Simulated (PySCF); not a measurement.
```xyz
15

F     2.7042    0.5486   -1.0555
C     2.1712   -0.0324    0.0648
F     2.6094    0.7877    1.0869
C     0.7127   -0.1202   -0.0032
C    -0.2626    0.9917   -0.1779
C    -1.5735    0.2167   -0.3568
C    -1.2855   -1.0945    0.3836
O     0.1121   -1.3168    0.2793
H     2.6446   -1.0138    0.2027
H    -0.2953    1.6362    0.7109
H    -0.0147    1.6239   -1.0322
H    -2.4367    0.7334    0.0544
H    -1.7496    0.0179   -1.4142
H    -1.5425   -1.0109    1.4477
H    -1.7982   -1.9596   -0.0399
```

Geometry: GFN2-xTB.

The calculation used UKS B3LYP, pcH-1 on C F H O, non-relativistic, mean-field spin-orbit, GIAO in PySCF 2.14.0, density-fitted response routines.

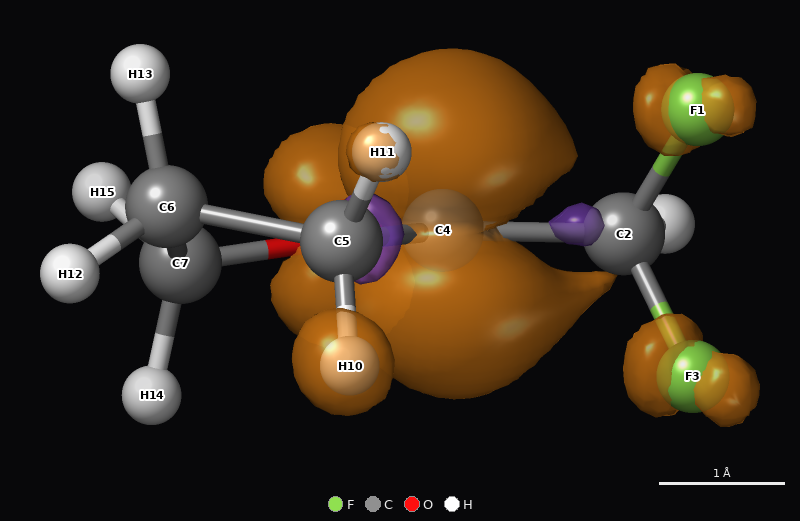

C$_{5}$H$_{7}$F$_{2}$O (doublet). Isosurfaces of the spin density at +0.03 (orange) and −0.03 e/Å³ (purple), seen from one side.

Which atoms carry the spin?

Answer. The unpaired spin (1 electron) lies mostly on C4 (about 0.5), O8 (about 0.2) and C2 (about 0.1), in electrons by Hirshfeld's partition.
